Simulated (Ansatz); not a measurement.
# CH5AlO: what the fields show

The calculation's input:

```
crystal:
  periodic: [false, false, false]
  atoms:
    - symbol: C
      position_ang: [-0.319074, 1.880552, 0.025304]
    - symbol: Al
      position_ang: [-0.308910, 1.237374, -2.766953]
    - symbol: O
      position_ang: [-0.097562, 1.058994, -1.084708]
    - symbol: H
      position_ang: [0.622240, 2.036955, 0.570095]
    - symbol: H
      position_ang: [-1.028330, 1.399061, 0.712642]
    - symbol: H
      position_ang: [-0.724283, 2.867495, -0.250072]
    - symbol: H
      position_ang: [0.093014, -0.006295, -3.654078]
    - symbol: H
      position_ang: [-0.883954, 2.613936, -3.317499]
basis:
  gaussian:
    orbitals: def2-TZVPD
hamiltonian:
  xc: pbe0
output:
  forces: true
  orbitals: {seedname: orbitals}
```

Run with:

```sh
ansatz run input.yaml --threads 1 --pin off --max-ram 2610MiB --events-out events.jsonl --progress --plain --runs-dir runs
```

Geometry: PBE0-D3(BJ)/pcseg-1.

Method: isolated molecule in a Gaussian basis; Kohn-Sham density functional theory, functional PBE0 (Ansatz).

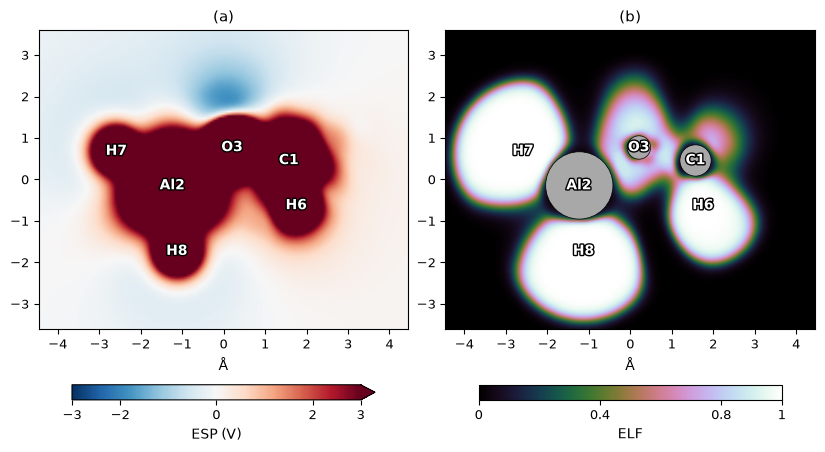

Figure 1. (a) molecular electrostatic potential; (b) electron localisation function on the plane of atoms H7, Al2 and H8. Grey discs cover the atomic cores in the ELF map.

What do the fields say about this system?

The section cuts through C, Al, O and H sites. C–O (1.40 Å): the ELF peaks at about 0.90 between the atoms, as expected for a shared but strongly polarised pair. Al–O (1.70 Å): the ELF peaks at about 0.85 in the valence shell of O, 0.6 Å from its nucleus, and is about 0.35 at the midpoint. C–H (1.10 Å): the ELF climbs to about 1 towards the hydrogen, as it does in any bond to H: an ordinary covalent bond to hydrogen. Al–H (1.58 Å): the ELF climbs to about 1 towards the hydrogen. The ELF also peaks beside O3, away from the bonds: lone-pair regions. Outside the dense part of the molecule the potential is most negative (−1.8 V) near O3.

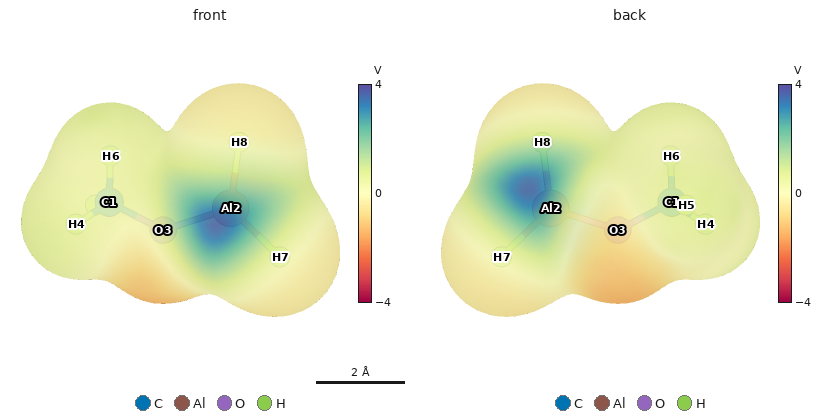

Figure 2. The electrostatic potential painted on the density surface at 0.002 e/bohr³, seen from the front and from behind; the colour scale runs from red (negative) to blue (positive).

Which sites attract a positive test charge, and which a negative one?

A positive charge is drawn to the negative regions and a negative charge to the positive ones. The most negative region (about −1.3 V) lies over O3, the most positive (about +3.5 V) over Al2. O3 is the likeliest acceptor of a hydrogen bond.

What dipole moment does the calculation give?

Its dipole moment is 0.84 D.

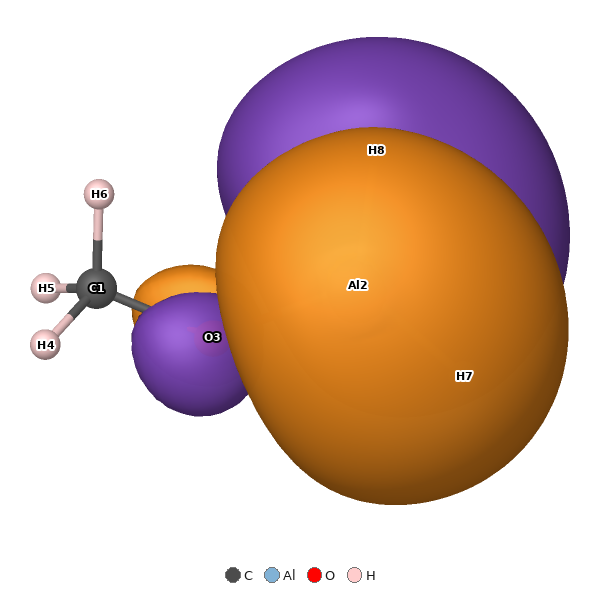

Figure 3. The LUMO at ±0.06 Å⁻³ᐟ² (orange and purple are the two phases), seen at a tilt.

Where does this orbital lie, and at what energy?

Its weight (Hirshfeld) is mainly on Al2 (about 80 %) and H8 (about 5 %). Its energy is −1.05 eV.

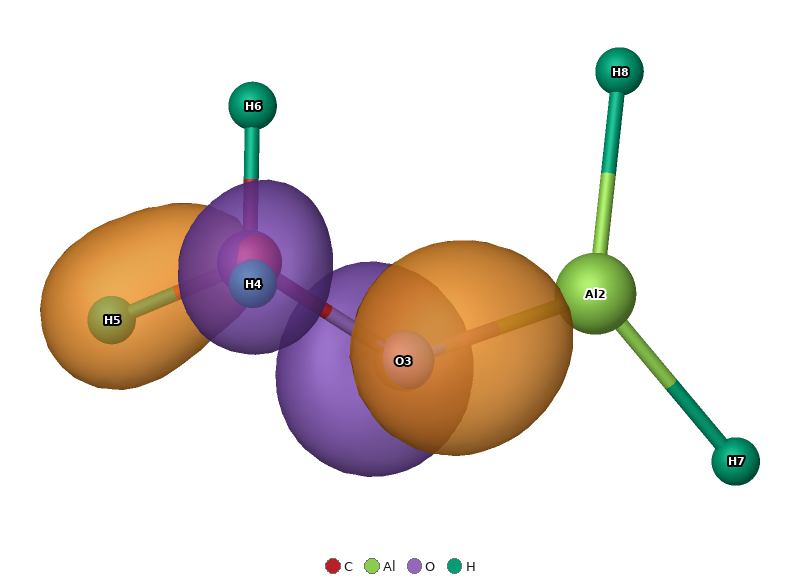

Figure 4. The HOMO−1 at ±0.2 Å⁻³ᐟ² (orange and purple are the two phases), seen at a tilt.

Describe this orbital and give its energy.

Its weight (Hirshfeld) is mainly on O3 (about 55 %), C1 (about 15 %), H4 (about 10 %) and H5 (about 10 %). Its energy is −8.18 eV.
